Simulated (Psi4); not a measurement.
## Run report: CH3PSi, property calculation

CH3PSi, computed with HF/6-311+G**, RHF, ddCOSMO solvent acetone (Psi4 1.11).

The geometry comes from this level: GFN2-xTB.

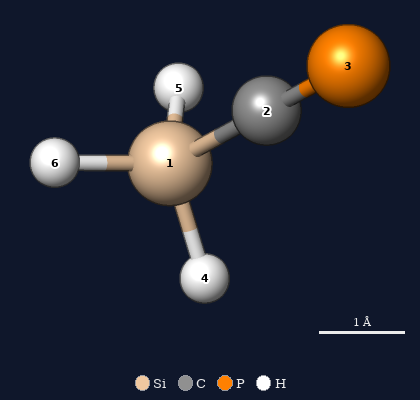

*The structure (ball-and-stick view, seen at a tilt; atoms are numbered from 1 in the order of the input).*

### Results in brief

```tsv
quantity	value
outcome	converged
total energy	−695.629999 hartree
solvation energy	−38.349136 hartree
basis functions	100
HOMO	−9.25 eV
LUMO	−3.58 eV
dipole moment	13.26 D
hardware	1 thread of Intel Xeon (Sapphire Rapids), 192 GiB of memory available, shared host
wall time	42 s
peak memory	0.25 GiB
```

### Input (ch3psi.py)
```python
import psi4

psi4.set_memory('1600 MB')
psi4.set_num_threads(1)
psi4.core.set_output_file('output.dat', False)

with open('ch3psi.xyz') as f:
    atoms = ''.join(f.readlines()[2:])
geom = psi4.geometry('0 1\n' + atoms + 'symmetry c1\nno_reorient\nno_com')

options = {'reference': 'rhf', 'ddx': True, 'ddx_model': 'cosmo', 'ddx_solvent': 'acetone', 'ddx_radii_set': 'uff'}
psi4.set_options(options)

energy_value, wavefunction = psi4.energy("scf/6-311+G**", return_wfn=True)
psi4.oeprop(wavefunction, "MULTIPOLE(3)", "NO_OCCUPATIONS", "MBIS_CHARGES", "MULLIKEN_CHARGES", title="SCF")
print(f'total energy {energy_value:.8f} hartree = {energy_value * 27.211386:.5f} eV')
```

### File ch3psi.xyz
```
6
CH3PSi
Si    -0.390150     0.455330    -0.249090
C      0.719980    -0.840150     0.459520
P      1.658490    -1.935110     1.057730
H     -1.575110    -0.211890    -0.794360
H      0.346350     1.156750    -1.303760
H     -0.759570     1.375070     0.829960
```

Run as:
```bash
python ch3psi.py
```

### What the program printed
```
PCM or DDX continuum solvation does not make use of molecular symmetry: further calculations in C1 point group.

   => Loading Basis Set <=

    Name: 6-311+G**
    Role: ORBITAL
    Keyword: BASIS

         ---------------------------------------------------------
                                   SCF
                              RHF Reference
                        1 Threads,   1525 MiB Core
         ---------------------------------------------------------

  ==> Geometry <==

    Molecular point group: c1
    Full point group: C1

    Geometry (in Angstrom), charge = 0, multiplicity = 1:

       Center              X                  Y                   Z               Mass
    ------------   -----------------  -----------------  -----------------  -----------------
         SI          -0.390150000000     0.455330000000    -0.249090000000    27.976926534650
         C            0.719980000000    -0.840150000000     0.459520000000    12.000000000000
         P            1.658490000000    -1.935110000000     1.057730000000    30.973761998420
         H           -1.575110000000    -0.211890000000    -0.794360000000     1.007825032230
         H            0.346350000000     1.156750000000    -1.303760000000     1.007825032230
         H           -0.759570000000     1.375070000000     0.829960000000     1.007825032230

  Running in c1 symmetry.

  Rotational constants: A =      2.87234  B =      0.06210  C =      0.06210 [cm^-1]
  Rotational constants: A =  86110.73338  B =   1861.67485  C =   1861.66401 [MHz]
  Nuclear repulsion =  112.336026326157139

  Charge       = 0
  Multiplicity = 1
  Electrons    = 38
  Nalpha       = 19
  Nbeta        = 19

  ==> Algorithm <==

  SCF Algorithm Type is DF.
  DIIS enabled.
  MOM disabled.
  Fractional occupation disabled.
  Guess Type is SAD.
  Energy threshold   = 1.00e-06
  Density threshold  = 1.00e-06
  Integral threshold = 1.00e-12

  ==> Primary Basis <==

  Basis Set: 6-311+G**
    Blend: 6-311+G**
    Number of shells: 50
    Number of basis functions: 100
    Number of Cartesian functions: 103
    Spherical Harmonics?: true
    Max angular momentum: 2

   => Loading Basis Set <=

    Name: (6-311+G** AUX)
    Role: JKFIT
    Keyword: DF_BASIS_SCF

  +----------------------------------------------------------------+
  |                                                                |
  |                        888      888 Y8b    d8Y                 |
  |                        888      888  Y8b  d8Y                  |
  |                        888      888   Y8888Y                   |
  |                    .d88888  .d88888    Y88Y                    |
  |                   d88  888 d88  888    d88b                    |
  |                   888  888 888  888   d8888b                   |
  |                   Y88b 888 Y88b 888  d8Y  Y8b                  |
  |                     Y88888   Y88888 d8Y    Y8b                 |
  |                                                                |
  |                              |
  |                         Version: 0.7.0                         |
  |                                                                |
  +----------------------------------------------------------------+
    enable_fmm              = True
    eta                     = 0.1
    fmm_local_lmax          = 6
    fmm_multipole_lmax      = 9
    incore                  = False
    jacobi_n_diis           = 20
    lmax                    = 9
    logfile                 =
    maxiter                 = 100
    n_lebedev               = 302
    n_proc                  = 1
    shift                   = -1.0
    solvent_kappa           = 0.0
    solvent_epsilon         = 20.493
    solvent_epsilon_optical = 1.841
    tol                     = 1e-08

    DDX numerical integration setup:

    dft_block_scheme     = ATOMIC
    dft_nuclear_scheme   = BECKE
    dft_pruning_scheme   = ROBUST
    dft_radial_points    = 35
    dft_radial_scheme    = BECKE
    dft_spherical_points = 110

    Cavity sphere setup (in Angstrom):

    Charge       X            Y            Z          Radius
    ------   ----------   ----------   ----------   ----------
     14.00    -0.390150     0.455330    -0.249090     2.362250
      6.00     0.719980    -0.840150     0.459520     2.118050
     15.00     1.658490    -1.935110     1.057730     2.280850
      1.00    -1.575110    -0.211890    -0.794360     1.587300
      1.00     0.346350     1.156750    -1.303760     1.587300
      1.00    -0.759570     1.375070     0.829960     1.587300

    Cavity sphere setup (in Bohr):

    Charge       X            Y            Z          Radius
    ------   ----------   ----------   ----------   ----------
     14.00    -0.737277     0.860449    -0.470712     4.464006
      6.00     1.360565    -1.587653     0.868367     4.002534
     15.00     3.134092    -3.656828     1.998820     4.310182
      1.00    -2.976527    -0.400414    -1.501123     2.999562
      1.00     0.654507     2.185941    -2.463749     2.999562
      1.00    -1.435379     2.598506     1.568397     2.999562

  ==> Integral Setup <==

  DFHelper Memory: AOs need 0.038 GiB; user supplied 1.118 GiB.
  SCF_SUBTYPE=INCORE selected. In-core MEM_DF algorithm will be used.
  Using in-core AOs.

  ==> MemDFJK: Density-Fitted J/K Matrices <==

    J tasked:                   Yes
    K tasked:                   Yes
    wK tasked:                   No
    Memory [MiB]:              1144
    Algorithm:                 Core
    Schwarz Cutoff:           1E-12
    Mask sparsity (%):       4.4200
    Fitting Condition:        1E-10

   => Auxiliary Basis Set <=

  Basis Set: (6-311+G** AUX)
    Blend: HEAVY-AUG-CC-PVTZ-JKFIT
    Number of shells: 144
    Number of basis functions: 486
    Number of Cartesian functions: 596
    Spherical Harmonics?: true
    Max angular momentum: 4

  Minimum eigenvalue in the overlap matrix is 5.2611073563E-04.
  Reciprocal condition number of the overlap matrix is 7.4205982071E-05.
    Using symmetric orthogonalization.

  ==> Pre-Iterations <==

  SCF Guess: Superposition of Atomic Densities via on-the-fly atomic UHF (no occupation information).

   -------------------------
    Irrep   Nso     Nmo
   -------------------------
     A        100     100
   -------------------------
    Total     100     100
   -------------------------

  ==> Iterations <==

                           Total Energy        Delta E     RMS |[F,P]|

   @DF-RHF iter SAD:  -668.37107700192996   -6.68371e+02   0.00000e+00
   @DF-RHF iter   1:  -669.52686219962277   -1.15579e+00   4.91233e-02 DIIS/ADIIS
   @DF-RHF iter   2:  -685.91978256353070   -1.63929e+01   7.85827e-02 DIIS/ADIIS
   @DF-RHF iter   3:  -692.77694775031819   -6.85717e+00   1.90340e-02 DIIS/ADIIS
   @DF-RHF iter   4:  -695.06595876788072   -2.28901e+00   1.14596e-02 DIIS/ADIIS
   @DF-RHF iter   5:  -695.56307213377318   -4.97113e-01   2.50586e-03 DIIS/ADIIS
   @DF-RHF iter   6:  -695.60680095237456   -4.37288e-02   6.44905e-04 DIIS/ADIIS
   @DF-RHF iter   7:  -695.61442485814007   -7.62391e-03   2.80435e-04 DIIS/ADIIS
   @DF-RHF iter   8:  -695.61846226177249   -4.03740e-03   2.06774e-04 DIIS/ADIIS
   @DF-RHF iter   9:  -695.62226803346846   -3.80577e-03   1.69835e-04 DIIS/ADIIS
   @DF-RHF iter  10:  -695.62683188615551   -4.56385e-03   1.16404e-04 DIIS/ADIIS
   @DF-RHF iter  11:  -695.62966634556153   -2.83446e-03   6.05560e-05 DIIS
   @DF-RHF iter  12:  -695.62985128104845   -1.84935e-04   3.08938e-05 DIIS
   @DF-RHF iter  13:  -695.62999108172551   -1.39801e-04   1.51756e-05 DIIS
   @DF-RHF iter  14:  -695.62999845573870   -7.37401e-06   3.74666e-06 DIIS
   @DF-RHF iter  15:  -695.62999903842785   -5.82689e-07   1.24733e-06 DIIS
   @DF-RHF iter  16:  -695.62999907045969   -3.20318e-08   3.38546e-07 DIIS
  Energy and wave function converged.

  ==> Post-Iterations <==

    Orbital Energies [Eh]
    ---------------------

    Doubly Occupied:

       1A    -80.004127     2A    -66.214491     3A    -13.453264
       4A    -11.448028     5A     -7.546047     6A     -5.439937
       7A     -5.437765     8A     -5.435483     9A     -3.567482
      10A     -2.787746    11A     -1.578105    12A     -1.555824
      13A     -1.373629    14A     -0.987142    15A     -0.911650
      16A     -0.544634    17A     -0.526553    18A     -0.487871
      19A     -0.339861

    Virtual:

      20A     -0.131414    21A      0.000282    22A      0.036751
      23A      0.108683    24A      0.143325    25A      0.205021
      26A      0.237866    27A      0.262607    28A      0.307141
      29A      0.325260    30A      0.347091    31A      0.400380
      32A      0.466283    33A      0.535634    34A      0.623153
      35A      0.696288    36A      0.718848    37A      0.879703
      38A      0.910990    39A      0.912537    40A      0.969961
      41A      1.015992    42A      1.071423    43A      1.169339
      44A      1.215009    45A      1.381353    46A      1.435480
      47A      1.477672    48A      1.486601    49A      1.670818
      50A      1.703075    51A      1.770906    52A      1.813822
      53A      1.926590    54A      1.970455    55A      2.000311
      56A      2.050192    57A      2.086600    58A      2.278093
      59A      2.374614    60A      2.473938    61A      2.575690
      62A      2.704017    63A      2.914262    64A      3.073051
      65A      3.171773    66A      3.277963    67A      3.412470
      68A      3.449653    69A      3.469374    70A      3.629267
      71A      3.780774    72A      3.865847    73A      4.028709
      74A      4.258247    75A      4.277573    76A      4.495163
      77A      4.996096    78A      5.135959    79A      5.361502
      80A      5.502515    81A      5.703099    82A      6.015346
      83A      6.085565    84A      6.355532    85A      6.701675
      86A      6.840663    87A      7.568144    88A      7.974732
      89A      8.796396    90A      9.103889    91A     11.113703
      92A     14.755555    93A     14.765555    94A     15.011544
      95A     15.050027    96A     15.120685    97A     15.281057
      98A     24.471454    99A    146.590139   100A    166.205044

    Final Occupation by Irrep:
              A
    DOCC [    19 ]
    NA   [    19 ]
    NB   [    19 ]

  @DF-RHF Final Energy:  -695.62999907045969

   => Energetics <=

    Nuclear Repulsion Energy =            112.3360263261571390
    One-Electron Energy =               -1084.9566131868782577
    Two-Electron Energy =                 315.3397236941544861
    DD Solvation Energy =                -38.3491359038930000
    Total Energy =                       -695.6299990704596894

Computation Completed

Properties will be evaluated at   0.000000,   0.000000,   0.000000 [a0]

Properties computed using the SCF density matrix

 Multipole Moments:

 ------------------------------------------------------------------------------------
     Multipole            Electronic (a.u.)      Nuclear  (a.u.)        Total (a.u.)
 ------------------------------------------------------------------------------------

 L = 1.  Multiply by 2.5417464519 to convert [e a0] to [Debye]
 Dipole X            :        -42.3815762           41.0954961           -1.2860801
 Dipole Y            :         49.0433461          -47.9480210            1.0953251
 Dipole Z            :        -31.1416020           26.2060605           -4.9355415
 Magnitude           :                                                    5.2166377

 ------------------------------------------------------------------------------------

	total time  =         15 seconds =       0.25 minutes

Properties will be evaluated at   0.000000,   0.000000,   0.000000 [a0]

Properties computed using the SCF density matrix

 Multipole Moments:

 ------------------------------------------------------------------------------------
     Multipole            Electronic (a.u.)      Nuclear  (a.u.)        Total (a.u.)
 ------------------------------------------------------------------------------------

 L = 1.  Multiply by 2.5417464519 to convert [e a0] to [Debye]
 Dipole X            :        -42.3815762           41.0954961           -1.2860801
 Dipole Y            :         49.0433461          -47.9480210            1.0953251
 Dipole Z            :        -31.1416020           26.2060605           -4.9355415
 Magnitude           :                                                    5.2166377

 L = 2.  Multiply by 1.3450342976 to convert [e a0^2] to [Debye ang]
 Quadrupole XX       :       -385.4164188          177.4032805         -208.0131383
 Quadrupole XY       :        192.4887432         -194.8618854           -2.3731422
 Quadrupole XZ       :        -82.5019633          106.5190771           24.0171138
 Quadrupole YY       :       -447.0435671          237.7658315         -209.2777356
 Quadrupole YZ       :        106.3862391         -124.2914874          -17.9052484
 Quadrupole ZZ       :       -300.2317859           78.3388642         -221.8929218
 Traceless XX        :         -7.8524948           12.9006218            5.0481269
 Traceless YY        :        -69.4796432           73.2631728            3.7835296
 Traceless ZZ        :         77.3321380          -86.1637946           -8.8316566

 L = 3.  Multiply by 0.7117614979 to convert [e a0^3] to [Debye ang^2]
 Octupole XXX        :       -689.2966385          442.2234701         -247.0731684
 Octupole XXY        :        635.4072558         -547.1327430           88.2745128
 Octupole XXZ        :       -416.6915941          289.4412042         -127.2503899
 Octupole XYY        :       -927.2858695          634.5476783         -292.7381912
 Octupole XYZ        :        409.1437895         -361.8600639           47.2837256
 Octupole XZZ        :       -340.0612287          185.4272033         -154.6340254
 Octupole YYY        :        739.4697663         -720.6739966           18.7957697
 Octupole YYZ        :       -528.6998105          407.7659356         -120.9338749
 Octupole YZZ        :        254.9073051         -204.9063898           50.0009154
 Octupole ZZZ        :       -575.5838986          107.7767610         -467.8071376

 ------------------------------------------------------------------------------------
  Mulliken Charges: (a.u.)
   Center  Symbol    Alpha    Beta     Spin     Total
       1    SI     6.68108  6.68108  0.00000  0.63785
       2     C    -0.07009 -0.07009  0.00000  6.14019
       3     P    10.97799 10.97799  0.00000 -6.95597
       4     H     1.50989  1.50989  0.00000 -2.01978
       5     H    -0.07663 -0.07663  0.00000  1.15327
       6     H    -0.02223 -0.02223  0.00000  1.04445

   Total alpha = 19.00000, Total beta = 19.00000, Total charge = -0.00000

  ==> Computing MBIS Charges <==

  Electron Count from Grid (Expected Number): 38.00049 (38.00000)
  Difference:  0.00049

  MBIS Charges: (a.u.)
   Center  Symbol  Z      Pop.       Charge
      1      SI   14   15.440279   -1.440279
      2       C    6    2.628021    3.371979
      3       P   15   15.300126   -0.300126
      4       H    1    1.313327   -0.313327
      5       H    1    0.813895    0.186105
      6       H    1    2.504838   -1.504838

  MBIS Dipoles: [e a0]
   Center  Symbol  Z        X           Y           Z
      1      SI   14   -6.352685    5.783472   -3.829536
      2       C    6   -0.131018    0.309184   -0.089565
      3       P   15   -0.036672    0.419386    0.022439
      4       H    1    0.510164    0.389485    0.769791
      5       H    1   -1.029276    0.755420   -0.401951
      6       H    1   -2.171295    2.307195   -2.065249

  MBIS Quadrupoles: [e a0^2]
   Center  Symbol  Z      XX        XY        XZ        YY        YZ        ZZ
      1      SI   14   -132.4433   10.5473   12.6254   -135.5977    0.2479   -133.0367
      2       C    6   -0.3104    0.0308   -0.0238   -0.3867    0.0126   -0.3158
      3       P   15   -11.5915    1.4931   -1.2854   -12.9537   -1.2844   -13.7200
      4       H    1   -2.3815   -0.0890   -0.2136   -2.0813   -0.1467   -2.6456
      5       H    1   -16.1182    1.2105    1.2059   -18.9451   -0.0106   -16.2490
      6       H    1   -52.5837    1.5563    4.0707   -54.3549    2.6966   -50.4429

  MBIS Octupoles: [e a0^3]
   Center  Symbol  Z      XXX       XXY       XXZ       XYY       XYZ       XZZ       YYY       YYZ       YZZ       ZZZ
      1      SI   14   -437.1266   188.0805   -81.0251   -274.8209    5.1668   -183.5255   403.3842   -81.1070   161.4685   -346.8830
      2       C    6   -0.1197    0.0907   -0.0309   -0.0330   -0.0042   -0.0467    0.3025   -0.0153    0.0987   -0.0931
      3       P   15   -3.4594    2.3643   -1.1027   -3.4000    0.9836   -2.1733    8.9528   -1.1715    2.5074   -0.6708
      4       H    1    2.7098    0.6988    0.7406    0.8317   -0.2275    0.8537    2.3262    0.9622    0.8718    2.2337
      5       H    1   -36.3677   28.3202   -20.4133   -28.3037   -1.3708   -10.7600   73.0026   -18.4266   21.3201   -67.4215
      6       H    1   -170.5021   85.1844   -1.5425   -96.0818    4.1664   -84.4831   216.2595   -10.0290   90.3614   -26.9932

  MBIS Radial Moments:
   Center  Symbol  Z      [a0^2]      [a0^3]      [a0^4]
      1      SI   14   401.077802   3822.889606   39248.071961
      2       C    6    1.012913    1.224169    1.828509
      3       P   15   38.265109   137.475332   649.298513
      4       H    1    7.108506   23.539940   95.861722
      5       H    1   51.312277   480.600965   4939.036055
      6       H    1   157.381464   1469.906051   15098.941309

  MBIS Valence Widths: [a0]
   Center  Symbol  Z     Width
      1      SI   14    2.658906
      2       C    6    0.287770
      3       P   15    0.695797
      4       H    1    0.681145
      5       H    1    2.491744
      6       H    1    2.491128

  MBIS Valence Charges: (a.u.)
   Center  Symbol  Z     Charge
      1      SI   14   -5.633714
      2       C    6   -0.928918
      3       P   15   -6.127815
      4       H    1   -1.313327
      5       H    1   -0.813896
      6       H    1   -2.504838
  Natural Orbital Occupations:

  Total Occupations:
  HONO-2 :   17  A    2.000
  HONO-1 :   18  A    2.000
  HONO-0 :   19  A    2.000
  LUNO+0 :   20  A    0.000
  LUNO+1 :   21  A    0.000
  LUNO+2 :   22  A    0.000
  LUNO+3 :   23  A    0.000
```

### Standard output
```
total energy -695.62999907 hartree = -18929.05642 eV
```

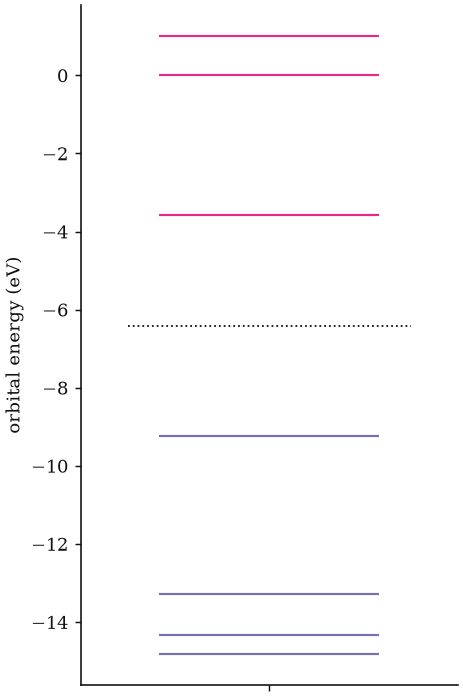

*Orbital energies near the frontier; the dotted line parts filled from empty levels, and levels within 0.02 eV of each other stand side by side.*

Highest filled −9.25 eV, lowest empty −3.58 eV, 5.67 eV apart.

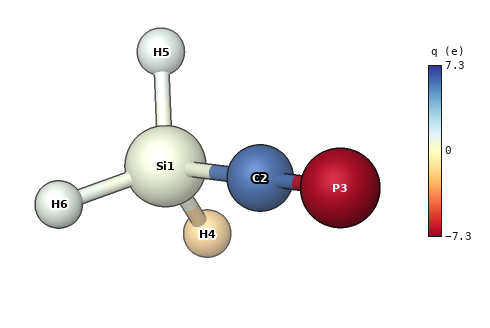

*Mulliken charges, as the colour of each atom (ball-and-stick view, seen at a tilt; atoms are numbered from 1 in the order of the input).*

By element: Si +0.64, C +6.14, P −6.96 and H −2.02 to +1.15 e.
